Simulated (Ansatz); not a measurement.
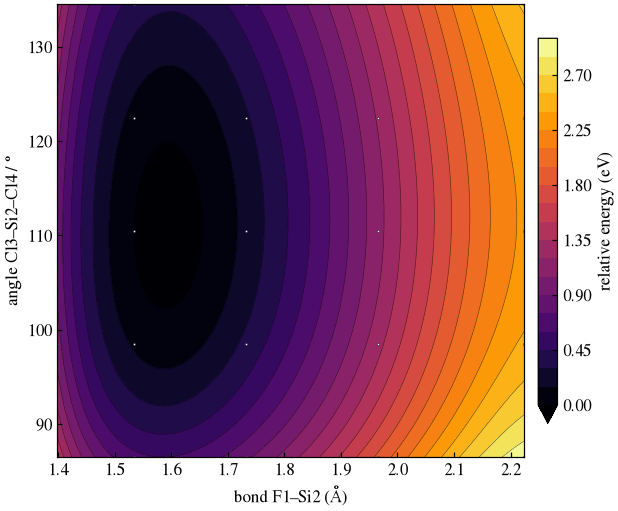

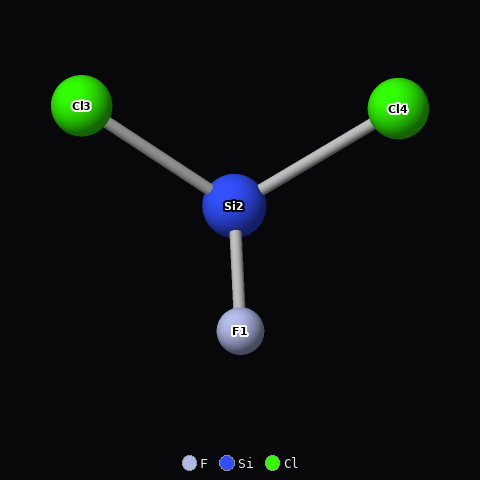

Energy landscape of Cl2FSi, SMILES F[Si](Cl)Cl, spin multiplicity 2. Two internal coordinates are moved rigidly from the geometry relaxed at PBE0-D4/def2-TZVP, all others fixed. Coordinates scanned: (1) bond F1–Si2; (2) angle Cl3–Si2–Cl4. Grid: 5 × 5 points. Energies: eV, counted from the lowest grid point. All numbers below come from Ansatz, UKS r2SCAN-D4/def2-TZVPP.

Drawn: filled contours, dots at the grid points. Between grid points the surface is interpolated. The second picture is the structure at the lowest point.

What does the map say about the system?

Answer. The lowest grid point is at bond F1–Si2 = 1.534 Å, angle Cl3–Si2–Cl4 = 110.5°. The bottom of the well lies between grid points, at about bond F1–Si2 = 1.594 Å, angle Cl3–Si2–Cl4 = 111°, about 0.063 eV lower on the interpolated surface. No other kind of well shows on this grid. The highest grid point, bond F1–Si2 = 2.224 Å, angle Cl3–Si2–Cl4 = 86.5°, lies 2.96 eV above the lowest. Round the minimum the two coordinates are nearly uncoupled.

Grid values (eV):

```
angle Cl3–Si2–Cl4 ↓, bond F1–Si2 →  1.398  1.534  1.733  1.966  2.224
                             134.5   1.31   0.39   0.54   1.46   2.57
                             122.5   1.00   0.11   0.28   1.22   2.35
                             110.5   0.87   0.00   0.20   1.15   2.28
                              98.5   0.99   0.13   0.34   1.30   2.43
                              86.5   1.49   0.65   0.87   1.84   2.96
```
